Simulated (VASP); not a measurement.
# A VASP study of Na2B (PBEsol): structure first, properties next, part 2 of 4

Aim: relax Na2B, then compute properties on the relaxed cell. The cell is generated by rule, not measured, and may not be a known phase.

VASP 6.6.1; PBEsol; plane waves and PAW (Na_pv, B); invented cell.

Still holding for the runs below: This run has no spin polarisation. Its electron count is odd, so without a moment it is a metal by construction. The k-mesh is coarse for a metal.

So far. Step 2 (Rough relaxation of the start cell): It ends with forces that vanish by symmetry and a pressure of -0.15 GPa.

**3. Relaxing cell and atoms (PBEsol)**

Properties are meant for the cell that this level of theory prefers, so cell and atoms are relaxed first (ISIF = 3) until forces and stress are small; EDIFFG sets the threshold.

The input, INCAR:

```
SYSTEM = Na2B
PREC = Accurate
ENCUT = 420
EDIFF = 1E-06
NELM = 100
ISMEAR = -1
SIGMA = 0.05
LREAL = .FALSE.
ALGO = Normal
GGA = PS
NBANDS = 14
LORBIT = 11
LWAVE = .FALSE.
LCHARG = .FALSE.
IBRION = 2
NSW = 60
ISIF = 3
EDIFFG = -0.01
```

The input, POSCAR:

```
Na2B
1.0
    3.6011919104     -3.6322624531      0.0000000000
    3.6011919104      3.6322624531      0.0000000000
    0.0000000000      0.0000000000      2.1449477928
Na B
2 1
Direct
    0.0000000000      0.5000000000      0.5000000000
    0.5000000000      0.0000000000      0.5000000000
    0.0000000000      0.0000000000      0.5000000000
```

The input, KPOINTS:

```
Automatic mesh
0
Gamma
5 5 12
0 0 0
```

PAW data sets: Na_pv and B (PBE family, release 64).

Run with:

```sh
mpirun -np 1 vasp_std
```

Log:

```text
[banner, memory and clock lines left out]
running    1 mpi-ranks, on    1 nodes
 distrk:  each k-point on    1 cores,    1 groups
 distr:  one band on    1 cores,    1 groups

 POSCAR found type information on POSCAR NaB
 POSCAR found :  2 types and       3 ions
 [... a notice as in an earlier step ...]

 LDA part: xc-table for (Slater+PW92), standard interpolation
 POSCAR, INCAR and KPOINTS ok, starting setup
 FFT: planning ... GRIDC
 FFT: planning ... GRID_SOFT
 FFT: planning ... GRID
 WAVECAR not read
 entering main loop
       N       E                     dE             d eps       ncg     rms          rms(c)
DAV:   1     0.110475991784E+03    0.11048E+03   -0.80606E+03  1776   0.111E+03
DAV:   2    -0.144009137234E+01   -0.11192E+03   -0.10888E+03  1860   0.312E+02
DAV:   3    -0.722527121170E+01   -0.57852E+01   -0.57244E+01  2220   0.775E+01
DAV:   4    -0.730995661755E+01   -0.84685E-01   -0.84614E-01  1992   0.993E+00
DAV:   5    -0.731136673860E+01   -0.14101E-02   -0.14100E-02  2298   0.130E+00    0.334E+00
DAV:   6    -0.612306479301E+01    0.11883E+01   -0.18179E+00  2568   0.791E+00    0.106E+00
DAV:   7    -0.611335492675E+01    0.97099E-02   -0.13509E-01  1824   0.189E+00    0.727E-01
DAV:   8    -0.609871037536E+01    0.14645E-01   -0.33285E-02  1980   0.130E+00    0.229E-01
DAV:   9    -0.609726943694E+01    0.14409E-02   -0.20975E-03  2064   0.276E-01    0.896E-02
DAV:  10    -0.609718888777E+01    0.80549E-04   -0.26415E-04  2124   0.791E-02    0.374E-02
DAV:  11    -0.609714539181E+01    0.43496E-04   -0.12124E-04  2190   0.535E-02    0.264E-03
DAV:  12    -0.609714613047E+01   -0.73867E-06   -0.66360E-06  2062   0.154E-02
   1 F= -.60971461E+01 E0= -.60915294E+01  d E =-.609715E+01
 curvature:   0.00 expect dE= 0.000E+00 dE for cont linesearch  0.000E+00
 trial: gam= 0.00000 g(F)=  0.200E-60 g(S)=  0.459E-01 ort = 0.000E+00 (trialstep = 0.100E+01)
 search vector abs. value=  0.459E-01
 bond charge predicted
       N       E                     dE             d eps       ncg     rms          rms(c)
DAV:   1    -0.622729478143E+01   -0.13015E+00   -0.33653E+00  2178   0.290E+01    0.216E+00
DAV:   2    -0.616571485851E+01    0.61580E-01   -0.13031E-01  2208   0.573E+00    0.116E+00
DAV:   3    -0.614039923847E+01    0.25316E-01   -0.26218E-02  2190   0.287E+00    0.227E-01
DAV:   4    -0.613878056710E+01    0.16187E-02   -0.10290E-03  2106   0.387E-01    0.652E-02
DAV:   5    -0.613850737021E+01    0.27320E-03   -0.43838E-04  2178   0.387E-01    0.965E-03
DAV:   6    -0.613850693558E+01    0.43462E-06   -0.62622E-06  1938   0.272E-02
   2 F= -.61385069E+01 E0= -.61311916E+01  d E =-.413608E-01
[... from here on, the cycles between the ionic steps are left out ...]
   3 F= -.62502340E+01 E0= -.62440755E+01  d E =-.153088E+00
   4 F= -.62200865E+01 E0= -.62166109E+01  d E =-.122940E+00
   5 F= -.62883640E+01 E0= -.62837560E+01  d E =-.191218E+00
   6 F= -.62890301E+01 E0= -.62843946E+01  d E =-.191884E+00
   7 F= -.62910075E+01 E0= -.62864709E+01  d E =-.197742E-02
   8 F= -.62912610E+01 E0= -.62866973E+01  d E =-.223092E-02
   9 F= -.62915697E+01 E0= -.62869933E+01  d E =-.308698E-03
 trial-energy change:   -0.000309  1 .order   -0.000321   -0.000526   -0.000116
 step:   2.7336(harm=  2.5420)  dis= 0.00000  next Energy=    -6.291591 (dE=-0.330E-03)
 bond charge predicted
       N       E                     dE             d eps       ncg     rms          rms(c)
DAV:   1    -0.629201190386E+01   -0.44217E-03   -0.13461E-02  2040   0.197E+00    0.146E-01
DAV:   2    -0.629170719962E+01    0.30470E-03   -0.52755E-04  2250   0.387E-01    0.750E-02
DAV:   3    -0.629160025825E+01    0.10694E-03   -0.14276E-04  2154   0.209E-01    0.112E-02
DAV:   4    -0.629159311515E+01    0.71431E-05   -0.63414E-06  1920   0.402E-02    0.241E-03
DAV:   5    -0.629159249911E+01    0.61604E-06   -0.68077E-07   918   0.153E-02
  10 F= -.62915925E+01 E0= -.62870122E+01  d E =-.331461E-03
 curvature:  -1.12 expect dE=-0.623E-06 dE for cont linesearch -0.543E-09
 trial: gam= 0.00247 g(F)=  0.250E-59 g(S)=  0.555E-06 ort =-0.358E-06 (trialstep = 0.213E+01)
 search vector abs. value=  0.555E-06
 reached required accuracy - stopping structural energy minimisation
```

It took 2.1 min on 1 MPI rank of AMD EPYC 7R43, shared host; peak memory 0.12 GiB.

From OUTCAR (step 3):

```text
  LATTYP: Found a base centered orthorhombic cell.
 ALAT       =     7.2023838208
 B/A-ratio  =     1.0086278497
 C/A-ratio  =     0.2978108146

The static configuration has the point symmetry D_2h.

 Found     63 irreducible k-points:

   k-points           NKPTS =     63   k-points in BZ     NKDIM =     63   number of bands    NBANDS=     14

   dimension x,y,z NGX =    36 NGY =   36 NGZ =   14
   dimension x,y,z NGXF=    72 NGYF=   72 NGZF=   28

   ENCUT  =  420.0 eV  30.87 Ry    5.56 a.u.   8.55  8.55  3.58*2*pi/ulx,y,z

   NELECT =      17.0000    total number of electrons

 E-fermi :   1.3018

 k-point     1 :       0.0000    0.0000    0.0000
  band No.  band energies     occupation
    ...
      6     -23.2030      2.00000
      7      -5.9952      2.00000
      8       0.1359      2.00000
      9       0.1362      2.00000
     10       0.6443      2.00000
     11       4.4679      0.00000
     12       6.5549      0.00000
     13       6.5592      0.00000
     14       7.3242      0.00000

 k-point     2 :       0.2000    0.0000    0.0000
  band No.  band energies     occupation
    ...
      5     -23.2050      2.00000
      6     -23.2032      2.00000
      7      -5.9062      2.00000
      8      -0.7738      2.00000
      9       0.1979      2.00000
     10       1.5154      0.02753
     11       4.6214      0.00000
     12       5.3941      0.00000
     13       6.1206      0.00000
     14       8.9322      0.00000

  Total        0.0035845      0.0042756     -0.0018318      0.0000000      0.0000000      0.0000000
  in kB        0.0870634      0.1038498     -0.0444926      0.0000000      0.0000000      0.0000000
  external PRESSURE =       0.0488069 kB  Pullay stress =       0.0000000 kB

  energy-cutoff  :      420.00
  volume of cell :       65.96
      direct lattice vectors                 reciprocal lattice vectors
     3.622729268 -3.623668079  0.000000000     0.138017490 -0.137981733  0.000000000
     3.622729268  3.623668079  0.000000000     0.138017490  0.137981733  0.000000000
     0.000000000  0.000000000  2.512421004     0.000000000  0.000000000  0.398022465

 POSITION                                       TOTAL-FORCE (eV/Angst)
 -----------------------------------------------------------------------------------
      1.81136      1.81183      1.25621         0.000000     -0.000000      0.000000
      5.43409      1.81183      1.25621        -0.000000      0.000000      0.000000
      0.00000     -0.00000      1.25621        -0.000000      0.000000      0.000000
 -----------------------------------------------------------------------------------
    total drift:                                0.000000      0.000000      0.000000

  FREE ENERGIE OF THE ION-ELECTRON SYSTEM (eV)
  ---------------------------------------------------
  free  energy   TOTEN  =        -6.2915924991 eV

  energy  without entropy=       -6.2824319583  energy(sigma->0) =       -6.28701223

 total charge
# of ion       s       p       d       tot
------------------------------------------
    1        0.110   5.993   0.000   6.103
    2        0.110   5.993   0.000   6.103
    3        0.784   0.674   0.000   1.457
--------------------------------------------------
tot          1.004  12.659   0.000  13.664

[... 2 parts as in an earlier step ...]

[... 7 further parts left out ...]
```

CONTCAR:

```
Na2B
   1.00000000000000
     3.6227292684532748   -3.6236680789924010    0.0000000000000000
     3.6227292684532748    3.6236680789924010    0.0000000000000000
     0.0000000000000000    0.0000000000000000    2.5124210038106916
  Na              B
     2     1
Direct
     0.0000000000000000    0.5000000000000000    0.5000000000000000
     0.5000000000000000    1.0000000000000000    0.5000000000000000
     0.0000000000000000    0.0000000000000000    0.5000000000000000
```

After so large a change of volume the plane waves of the start cell no longer fit, so the final stress carries a basis-set error.

Step by step:

```
step  energy less that of the first step (eV)  largest force (eV/Å)  pressure (GPa)  volume (Å³)
   1                                   0.0000                0.0000            1.80        56.11
   2                                  -0.0414                0.0000            1.47        57.82
   3                                  -0.1531                0.0000            0.65        63.01
   4                                  -0.1229                0.0000           -1.53        73.66
   5                                  -0.1912                0.0000           -0.54        67.75
   6                                  -0.1919                0.0000           -0.46        67.24
   7                                  -0.1939                0.0000           -0.04        66.26
   8                                  -0.1941                0.0000           -0.14        66.50
   9                                  -0.1944                0.0000           -0.02        66.11
  10                                  -0.1944                0.0000            0.00        65.96
```

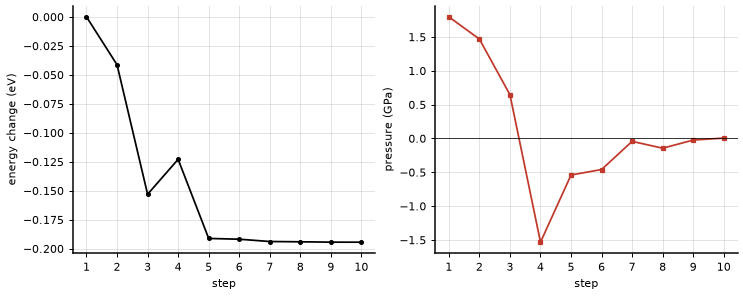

Energy and pressure along the relaxation.

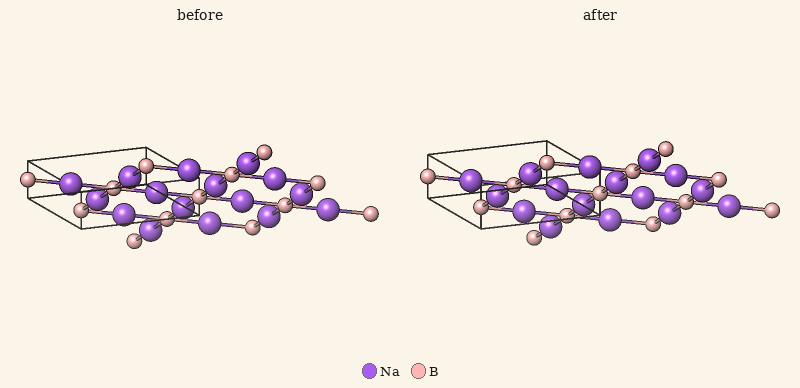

The structure before and after the relaxation, drawn at the same scale.

```
     cell as run  before  after   change
           a (Å)   5.115  5.124   +0.2 %
           b (Å)   5.115  5.124   +0.2 %
           c (Å)   2.145  2.512  +17.1 %
           γ (°)   90.49  90.01   -0.5 %
volume (Å³/atom)   18.70  21.99  +17.6 %
```

The relaxed structure:

```cif
data_structure
_symmetry_space_group_name_H-M 'P 1'
_symmetry_Int_Tables_number 1
_cell_length_a 5.1240
_cell_length_b 5.1240
_cell_length_c 2.5124
_cell_angle_alpha 90.000
_cell_angle_beta 90.000
_cell_angle_gamma 90.015
_cell_volume 65.96
loop_
_atom_site_label
_atom_site_type_symbol
_atom_site_fract_x
_atom_site_fract_y
_atom_site_fract_z
_atom_site_occupancy
Na1 Na 0.00000 0.50000 0.50000 1
Na2 Na 0.50000 0.00000 0.50000 1
B3 B 0.00000 0.00000 0.50000 1
```

Numbers from this step:

* irreducible k-points: 63
* free energy (TOTEN): -6.292 eV
* energy at zero smearing: -6.287 eV
* Fermi energy: 1.302 eV
* pressure: 0.004881 GPa
* SCF cycles over all ionic steps: 70

It ends with forces that vanish by symmetry and a pressure of 0.00 GPa.

**4. Second relaxation**

A relaxation keeps the plane waves of the cell it began with, so it is repeated from the new cell, on a basis made for it. The mesh changes with the cell too.

INCAR is that of step 3.

The input, POSCAR:

```
Na2B
1.0
    5.1239767500      0.0000000000      0.0000000000
    0.0000000000      5.1239767500      0.0000000000
    0.0000000000      0.0000000000      2.5124210000
Na B
2 1
Direct
    0.0000000000      0.5000000000      0.5000000000
    0.5000000000      0.0000000000      0.5000000000
    0.0000000000      0.0000000000      0.5000000000
```

The input, KPOINTS:

```
Automatic mesh
0
Gamma
5 5 11
0 0 0
```

The relaxed cell was symmetrised before this step.

Run with:

```sh
mpirun -np 1 vasp_std
```

Log:

```text
[... set-up lines as in an earlier step ...]
 entering main loop
       N       E                     dE             d eps       ncg     rms          rms(c)
DAV:   1     0.106334197677E+03    0.10633E+03   -0.79724E+03  1008   0.104E+03
DAV:   2    -0.155145389594E+01   -0.10789E+03   -0.10491E+03  1086   0.296E+02
DAV:   3    -0.705501706048E+01   -0.55036E+01   -0.54289E+01  1254   0.750E+01
DAV:   4    -0.713847255252E+01   -0.83455E-01   -0.83396E-01  1128   0.991E+00
DAV:   5    -0.713989691826E+01   -0.14244E-02   -0.14243E-02  1272   0.133E+00    0.268E+00
DAV:   6    -0.633823415269E+01    0.80166E+00   -0.11244E+00  1394   0.589E+00    0.102E+00
DAV:   7    -0.630515749201E+01    0.33077E-01   -0.12162E-01  1104   0.177E+00    0.630E-01
DAV:   8    -0.629460740084E+01    0.10550E-01   -0.16833E-02  1044   0.915E-01    0.130E-01
DAV:   9    -0.629344094765E+01    0.11665E-02   -0.20582E-03  1206   0.313E-01    0.540E-02
DAV:  10    -0.629345293710E+01   -0.11989E-04   -0.32049E-04  1038   0.108E-01    0.244E-02
DAV:  11    -0.629344684306E+01    0.60940E-05   -0.41325E-05  1140   0.361E-02    0.299E-03
DAV:  12    -0.629344676768E+01    0.75383E-07   -0.32294E-06  1054   0.137E-02
   1 F= -.62934468E+01 E0= -.62878641E+01  d E =-.629345E+01
 curvature:   0.00 expect dE= 0.000E+00 dE for cont linesearch  0.000E+00
 trial: gam= 0.00000 g(F)=  0.000E+00 g(S)=  0.143E-01 ort = 0.000E+00 (trialstep = 0.100E+01)
 search vector abs. value=  0.143E-01
 bond charge predicted
       N       E                     dE             d eps       ncg     rms          rms(c)
DAV:   1    -0.632122405138E+01   -0.27777E-01   -0.78667E-01  1086   0.992E+00    0.949E-01
DAV:   2    -0.631166421933E+01    0.95598E-02   -0.17658E-02  1248   0.148E+00    0.568E-01
DAV:   3    -0.630595364677E+01    0.57106E-02   -0.50197E-03  1236   0.110E+00    0.499E-02
DAV:   4    -0.630583894750E+01    0.11470E-03   -0.43600E-04  1230   0.372E-01    0.178E-02
DAV:   5    -0.630582753770E+01    0.11410E-04   -0.32607E-05  1242   0.100E-01    0.406E-03
DAV:   6    -0.630582760688E+01   -0.69182E-07   -0.10622E-06   630   0.117E-02
   2 F= -.63058276E+01 E0= -.62998334E+01  d E =-.123808E-01
[...]
3 F= -.63169487E+01 E0= -.63116598E+01  d E =-.235019E-01
[...]
4 F= -.63173897E+01 E0= -.63123372E+01  d E =-.239430E-01
[...]
5 F= -.63173950E+01 E0= -.63122991E+01  d E =-.239482E-01
[...]
6 F= -.63185676E+01 E0= -.63135455E+01  d E =-.117260E-02
 trial-energy change:   -0.001173  1 .order   -0.001163   -0.001749   -0.000578
 step:   2.0620(harm=  2.1068)  dis= 0.00000  next Energy=    -6.318702 (dE=-0.131E-02)
 bond charge predicted
       N       E                     dE             d eps       ncg     rms          rms(c)
DAV:   1    -0.632087752129E+01   -0.23092E-02   -0.63057E-02  1218   0.465E+00    0.322E-01
DAV:   2    -0.631925356170E+01    0.16240E-02   -0.17907E-03  1242   0.757E-01    0.163E-01
DAV:   3    -0.631872779908E+01    0.52576E-03   -0.73728E-04  1218   0.497E-01    0.194E-02
DAV:   4    -0.631869178922E+01    0.36010E-04   -0.31417E-05  1176   0.969E-02    0.339E-03
DAV:   5    -0.631869006647E+01    0.17227E-05   -0.12342E-06   564   0.188E-02    0.639E-04
DAV:   6    -0.631868992535E+01    0.14112E-06   -0.17883E-07   522   0.728E-03
   7 F= -.63186899E+01 E0= -.63137002E+01  d E =-.129491E-02
 curvature:  -1.14 expect dE=-0.615E-05 dE for cont linesearch -0.162E-06
 trial: gam=-0.00316 g(F)=  0.255E-62 g(S)=  0.541E-05 ort =-0.138E-04 (trialstep = 0.154E+01)
 search vector abs. value=  0.551E-05
 reached required accuracy - stopping structural energy minimisation
```

The job ended after 65 s (1 MPI rank; peak memory 0.13 GiB).

Parts of OUTCAR (step 4):

```text
  LATTYP: Found a simple tetragonal cell.
 ALAT       =     5.1239767500
 C/A-ratio  =     0.4903263857

 Subroutine GETGRP returns: Found 16 space group operations
 (whereof 16 operations were pure point group operations)

The static configuration has the point symmetry D_4h.

 Found     36 irreducible k-points:

   k-points           NKPTS =     36   k-points in BZ     NKDIM =     36   number of bands    NBANDS=     14

   dimension x,y,z NGX =    36 NGY =   36 NGZ =   18
   dimension x,y,z NGXF=    72 NGYF=   72 NGZF=   36

   ENCUT  =  420.0 eV  30.87 Ry    5.56 a.u.   8.56  8.56  4.20*2*pi/ulx,y,z

   NELECT =      17.0000    total number of electrons

 E-fermi :   1.6401

 k-point     1 :       0.0000    0.0000    0.0000
  band No.  band energies     occupation
    ...
      6     -23.1269      2.00000
      7      -6.1448      2.00000
      8       0.0567      2.00000
      9       0.0567      2.00000
     10       0.6842      2.00000
     11       4.5652      0.00000
     12       6.5399      0.00000
     13       6.5399      0.00000
     14       7.2582      0.00000

 k-point     2 :       0.2000    0.0000    0.0000
  band No.  band energies     occupation
    ...
      6     -23.1271      2.00000
      7      -6.0626      2.00000
      8      -0.7894      2.00000
      9       0.1141      2.00000
     10       1.5150      1.84840
     11       4.6759      0.00000
     12       5.3810      0.00000
     13       6.1521      0.00000
     14       8.8679      0.00000

  Total       -0.0056775     -0.0056775      0.0164910      0.0000000      0.0000000      0.0000000
  in kB       -0.1435766     -0.1435766      0.4170370      0.0000000      0.0000000      0.0000000
  external PRESSURE =       0.0432946 kB  Pullay stress =       0.0000000 kB

  energy-cutoff  :      420.00
  volume of cell :       63.36
      direct lattice vectors                 reciprocal lattice vectors
     5.149733161  0.000000000  0.000000000     0.194184819 -0.000000000 -0.000000000
     0.000000000  5.149733161 -0.000000000     0.000000000  0.194184819  0.000000000
     0.000000000 -0.000000000  2.388992789     0.000000000  0.000000000  0.418586446

 POSITION                                       TOTAL-FORCE (eV/Angst)
 -----------------------------------------------------------------------------------
      0.00000      2.57487      1.19450         0.000000     -0.000000      0.000000
      2.57487     -0.00000      1.19450        -0.000000      0.000000      0.000000
      0.00000     -0.00000      1.19450        -0.000000      0.000000      0.000000
 -----------------------------------------------------------------------------------
    total drift:                                0.000000      0.000000      0.000000

  FREE ENERGIE OF THE ION-ELECTRON SYSTEM (eV)
  ---------------------------------------------------
  free  energy   TOTEN  =        -6.3186899253 eV

  energy  without entropy=       -6.3087104834  energy(sigma->0) =       -6.31370020

 total charge
# of ion       s       p       d       tot
------------------------------------------
    1        0.110   5.997   0.000   6.107
    2        0.110   5.997   0.000   6.107
    3        0.761   0.697   0.000   1.458
--------------------------------------------------
tot          0.982  12.691   0.000  13.673

[... 2 parts as in an earlier step ...]

[... 6 further parts left out ...]
```

The run keeps the 16 symmetry operations of its start, so it cannot find a distortion of lower symmetry.

Step by step:

```
step  energy less that of the first step (eV)  largest force (eV/Å)  pressure (GPa)  volume (Å³)
   1                                   0.0000                0.0000           -0.37        65.96
   2                                  -0.0124                0.0000           -0.41        65.47
   3                                  -0.0235                0.0000           -0.39        64.61
   4                                  -0.0239                0.0000           -0.34        64.38
   5                                  -0.0239                0.0000           -0.38        64.42
   6                                  -0.0251                0.0000           -0.13        63.69
   7                                  -0.0252                0.0000            0.00        63.36
```

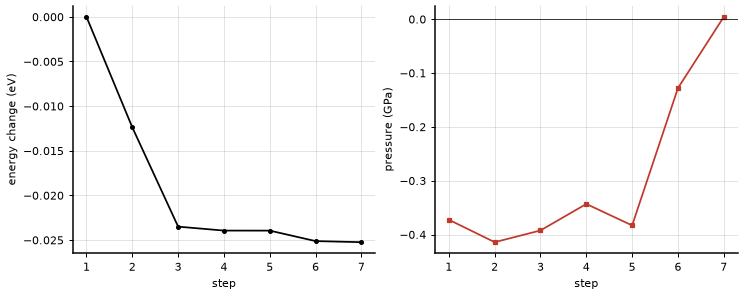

Energy and pressure along the relaxation.

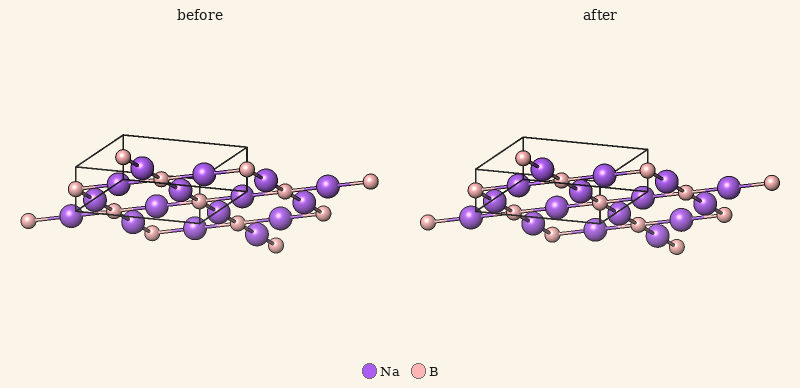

Before and after, at one scale.

```
conventional cell, symmetrised  before  after  change
                         a (Å)   5.124  5.150  +0.5 %
                         b (Å)   5.124  5.150  +0.5 %
                         c (Å)   2.512  2.389  -4.9 %
              volume (Å³/atom)   21.99  21.12  -4.0 %
```

Final coordinates:

```
Na B
1.0
     5.14973    0.00000    0.00000
     0.00000    5.14973    0.00000
     0.00000    0.00000    2.38899
Na B
2 1
Cartesian
  0.0000 2.5749 1.1945
  2.5749 0.0000 1.1945
  0.0000 0.0000 1.1945
```

Numbers from this step:

```yaml
irreducible_k_points: 36
symmetry_operations: 16
free_energy_toten: -6.319 eV
energy_at_zero_smearing: -6.314 eV
fermi_energy: 1.640 eV
pressure: 0.004329 GPa
scf_cycles_over_all_ionic_steps: 45
```

It ends with forces that vanish by symmetry and a pressure of 0.00 GPa.

(Part 2 of 4 ends here.)

[Lines on the potential files, build, host, timing and source positions are cut from VASP's logs without a mark.]

[Logs are printed without paths, hosts, clocks, repeated set-up lines and the standing remarks that a program may print on its own settings, such as how far it seeks lower states.]

[Hosts, paths, dates, database ids (printed as entryN), source tags and the programs' standing remarks are cut or masked in the printed files.]

[A measured line is paired with the nearest computed mode of its activity, which favours agreement.]

[In band tables of VASP the shares of atoms and orbitals are scaled to a sum of 1 inside the atoms' spheres.]
